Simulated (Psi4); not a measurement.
**Single-point calculation, with input and output: C2H4F2 (charge +1) (part 1 of 2)**

The run: single-point calculation of C2H4F2, charge +1, multiplicity 2. Method and program: wB97X/6-311+G**, UKS (Psi4 1.11).

The geometry is that of the parent species in another charge or spin state. The geometry comes from this level: PBE0-D4/def2-TZVP.

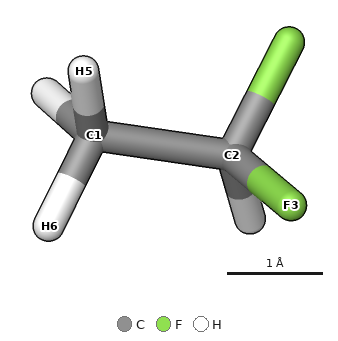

The input geometry (stick view, seen at a tilt; atoms are numbered from 1 in the order of the input).

**Summary**

| quantity | value |
| --- | --- |
| outcome | converged |
| total energy | −277.871780 hartree |
| basis functions | 112 |
| ⟨S²⟩ | 0.753 |
| hardware | 1 thread of Intel Xeon @ 2.50GHz (Skylake/Cascade Lake), 64 GiB of memory available, shared host |
| wall time | 83 s |
| peak memory | 0.8 GiB |

**Input file (calc.py)**
```python
import psi4

psi4.set_memory(1600000000)
psi4.set_num_threads(1)
psi4.core.set_output_file('psi4.out', False)

mol = psi4.geometry("""
1 2
C      0.003300     0.777600     0.023300
C     -0.052000    -0.718200    -0.008200
F      0.925500    -1.243400     0.779100
F      0.168200    -1.172100    -1.271900
H      0.981400     1.111900    -0.325400
H     -0.157200     1.132800     1.041800
H     -0.771000     1.190600    -0.624000
H     -1.006100    -1.136400     0.329500
symmetry c1
no_reorient
no_com
""")

psi4.set_options({
    'basis': '6-311+G**',
    'reference': 'uks',
    'puream': True,
    'e_convergence': 1e-09,
    'd_convergence': 1e-08,
    'scf_type': 'pk',
    'dft_radial_points': 99,
    'dft_spherical_points': 590,
    'maxiter': 100,
})

e, wfn = psi4.energy('wb97x', return_wfn=True)
psi4.oeprop(wfn, 'QUADRUPOLE', 'MAYER_INDICES', 'MULLIKEN_CHARGES', title='WB97X')
print(f'wb97x energy: {e:.10f} Eh')
```

Launched with:
```bash
python calc.py
```

**The program's output**
```
=> Loading Basis Set <=

    Name: 6-311+G**
    Role: ORBITAL
    Keyword: BASIS

         ---------------------------------------------------------
                                   SCF
                              UKS Reference
                        1 Threads,   1525 MiB Core
         ---------------------------------------------------------

  ==> Geometry <==

    Molecular point group: c1
    Full point group: C1

    Geometry (in Angstrom), charge = 1, multiplicity = 2:

       Center              X                  Y                   Z               Mass
    ------------   -----------------  -----------------  -----------------  -----------------
         C            0.003300000000     0.777600000000     0.023300000000    12.000000000000
         C           -0.052000000000    -0.718200000000    -0.008200000000    12.000000000000
         F            0.925500000000    -1.243400000000     0.779100000000    18.998403162730
         F            0.168200000000    -1.172100000000    -1.271900000000    18.998403162730
         H            0.981400000000     1.111900000000    -0.325400000000     1.007825032230
         H           -0.157200000000     1.132800000000     1.041800000000     1.007825032230
         H           -0.771000000000     1.190600000000    -0.624000000000     1.007825032230
         H           -1.006100000000    -1.136400000000     0.329500000000     1.007825032230

  Running in c1 symmetry.

  Rotational constants: A =      0.31527  B =      0.18611  C =      0.12849 [cm^-1]
  Rotational constants: A =   9451.51380  B =   5579.58660  C =   3852.08016 [MHz]
  Nuclear repulsion =  132.710581920423635

  Charge       = 1
  Multiplicity = 2
  Electrons    = 33
  Nalpha       = 17
  Nbeta        = 16

  ==> Algorithm <==

  SCF Algorithm Type is PK.
  DIIS enabled.
  MOM disabled.
  Fractional occupation disabled.
  Guess Type is SAD.
  Energy threshold   = 1.00e-09
  Density threshold  = 1.00e-08
  Integral threshold = 1.00e-12

  ==> Primary Basis <==

  Basis Set: 6-311+G**
    Blend: 6-311+G**
    Number of shells: 56
    Number of basis functions: 112
    Number of Cartesian functions: 116
    Spherical Harmonics?: true
    Max angular momentum: 2

  ==> DFT Potential <==

   => LibXC <=

    Version 7.1.2

   => Composite Functional: WB97X <=

    wB97X Hyb-GGA Exchange-Correlation Functional

    Deriv               =              1
    GGA                 =           TRUE
    Meta                =          FALSE

    Exchange Hybrid     =           TRUE
    MP2 Hybrid          =          FALSE

   => Exchange-Correlation Functionals <=

    1.0000   wB97X range-separated functional

   => Exact (HF) Exchange <=

    0.8423            HF,LR [omega = 0.3000]
    0.1577               HF

   => LibXC Density Thresholds  <==

    XC_HYB_GGA_XC_WB97X:  1.00E-14

   => Molecular Quadrature <=

    Radial Scheme          =       TREUTLER
    Pruning Scheme         =           NONE
    Nuclear Scheme         =       TREUTLER

    Blocking Scheme        =         OCTREE
    BS radius alpha        =              1
    Pruning alpha          =              1
    Radial Points          =             99
    Spherical Points       =            590
    Total Points           =         446783
    Total Blocks           =           3176
    Max Points             =            256
    Max Functions          =            112
    Weights Tolerance      =       1.00E-15

  ==> Integral Setup <==

  Using in-core PK algorithm.
   Calculation information:
      Number of atoms:                   8
      Number of AO shells:              56
      Number of primitives:            100
      Number of atomic orbitals:       116
      Number of basis functions:       112

      Integral cutoff                 1.00e-12
      Number of threads:                 1

  Performing in-core PK
  Using 60074868 doubles for integral storage.
  We computed 1205281 shell quartets total.
  Whereas there are 1274406 unique shell quartets.

  Computing range-separated integrals for PK
  We computed 1205281 wK shell quartets total.
  Whereas there are 1274406 wK unique shell quartets.

  ==> DiskJK: Disk-Based J/K Matrices <==

    J tasked:                  Yes
    K tasked:                  Yes
    wK tasked:                 Yes
    Omega:               3.000E-01
    Memory [MiB]:             1029
    Schwarz Cutoff:          1E-12

  Cached 9.1% of DFT collocation blocks in 0.109 [GiB].

  Minimum eigenvalue in the overlap matrix is 1.5616341657E-04.
  Reciprocal condition number of the overlap matrix is 1.7800727979E-05.
    Using symmetric orthogonalization.

  ==> Pre-Iterations <==

  SCF Guess: Superposition of Atomic Densities via on-the-fly atomic UHF (no occupation information).

   -------------------------
    Irrep   Nso     Nmo
   -------------------------
     A        112     112
   -------------------------
    Total     112     112
   -------------------------

  ==> Iterations <==

                        Total Energy        Delta E     RMS |[F,P]|

   @UKS iter SAD:  -277.78079626350899   -2.77781e+02   0.00000e+00
   @UKS iter   1:  -277.75610566907585    2.46906e-02   4.28826e-03 DIIS/ADIIS
   @UKS iter   2:  -277.82236142750003   -6.62558e-02   3.02965e-03 DIIS/ADIIS
   @UKS iter   3:  -277.86847386424972   -4.61124e-02   5.00422e-04 DIIS/ADIIS
   @UKS iter   4:  -277.86986022768417   -1.38636e-03   3.36190e-04 DIIS/ADIIS
   @UKS iter   5:  -277.87077352727493   -9.13300e-04   9.52238e-05 DIIS
   @UKS iter   6:  -277.87120065169722   -4.27124e-04   6.32689e-05 DIIS
   @UKS iter   7:  -277.87164821087941   -4.47559e-04   3.03540e-05 DIIS
   @UKS iter   8:  -277.87176444991422   -1.16239e-04   1.24263e-05 DIIS
   @UKS iter   9:  -277.87177530516220   -1.08552e-05   9.29028e-06 DIIS
   @UKS iter  10:  -277.87177780657112   -2.50141e-06   5.92979e-06 DIIS
   @UKS iter  11:  -277.87177904152350   -1.23495e-06   2.83276e-06 DIIS
   @UKS iter  12:  -277.87177969476170   -6.53238e-07   1.29948e-06 DIIS
   @UKS iter  13:  -277.87177983779992   -1.43038e-07   5.68350e-07 DIIS
   @UKS iter  14:  -277.87177987002622   -3.22263e-08   2.44022e-07 DIIS
   @UKS iter  15:  -277.87177987518692   -5.16070e-09   1.11542e-07 DIIS
   @UKS iter  16:  -277.87177987555197   -3.65048e-10   4.45610e-08 DIIS
   @UKS iter  17:  -277.87177987562200   -7.00311e-11   2.06642e-08 DIIS
   @UKS iter  18:  -277.87177987562694   -4.94538e-12   7.82392e-09 DIIS
  Energy and wave function converged.

  ==> Post-Iterations <==

   Electrons on quadrature grid:
      Nalpha   =   16.9999997838 ; deviation = -2.162e-07
      Nbeta    =   15.9999999714 ; deviation = -2.857e-08
      Ntotal   =   32.9999997552 ; deviation = -2.448e-07

   @Spin Contamination Metric:   3.371514250E-03
   @S^2 Expected:                7.500000000E-01
   @S^2 Observed:                7.533715143E-01
   @S   Expected:                5.000000000E-01
   @S   Observed:                5.000000000E-01

    Orbital Energies [Eh]
    ---------------------

    Alpha Occupied:

       1A    -25.076066     2A    -25.076060     3A    -10.753566
       4A    -10.552566     5A     -1.700711     6A     -1.638996
       7A     -1.217083     8A     -1.078744     9A     -0.989771
      10A     -0.969258    11A     -0.923728    12A     -0.866163
      13A     -0.832930    14A     -0.821563    15A     -0.781643
      16A     -0.777168    17A     -0.772893

    Alpha Virtual:

      18A     -0.104171    19A     -0.087194    20A     -0.075015
      21A     -0.066151    22A     -0.044092    23A     -0.037870
      24A     -0.022049    25A      0.004252    26A      0.009862
      27A      0.028863    28A      0.041641    29A      0.054597
      30A      0.055318    31A      0.079850    32A      0.113232
      33A      0.148959    34A      0.173934    35A      0.196008
      36A      0.198529    37A      0.223735    38A      0.234109
      39A      0.260209    40A      0.264184    41A      0.298560
      42A      0.327973    43A      0.345774    44A      0.369036
      45A      0.422461    46A      0.430421    47A      0.450580
      48A      0.523186    49A      0.531453    50A      0.564645
      51A      0.701089    52A      0.794263    53A      0.805678
      54A      0.886476    55A      1.101033    56A      1.103232
      57A      1.142298    58A      1.199138    59A      1.247987
      60A      1.266476    61A      1.290172    62A      1.303315
      63A      1.314053    64A      1.348929    65A      1.383676
      66A      1.419437    67A      1.419983    68A      1.499911
      69A      1.541216    70A      1.631968    71A      1.680041
      72A      1.711436    73A      1.770504    74A      1.807844
      75A      1.847201    76A      1.981924    77A      2.059396
      78A      2.143811    79A      2.305291    80A      2.343169
      81A      2.384445    82A      2.387329    83A      2.418453
      84A      2.455943    85A      2.490308    86A      2.625237
      87A      2.785204    88A      2.854148    89A      3.118615
      90A      3.514528    91A      3.559012    92A      3.568735
      93A      3.576064    94A      3.588488    95A      3.650941
      96A      3.722357    97A      3.743559    98A      3.852648
      99A      3.965168   100A      4.101064   101A      4.565218
     102A      4.703597   103A      6.107455   104A      6.114721
     105A      6.168634   106A      6.184037   107A      6.366798
     108A      6.535960   109A     23.426883   110A     23.749184
     111A     66.457825   112A     66.497101

    Beta Occupied:

       1A    -25.069807     2A    -25.069789     3A    -10.751173
       4A    -10.550193     5A     -1.684262     6A     -1.620692
       7A     -1.190867     8A     -1.054720     9A     -0.966105
      10A     -0.960345    11A     -0.891280    12A     -0.816143
      13A     -0.813160    14A     -0.803927    15A     -0.770303
      16A     -0.764709

    Beta Virtual:
```
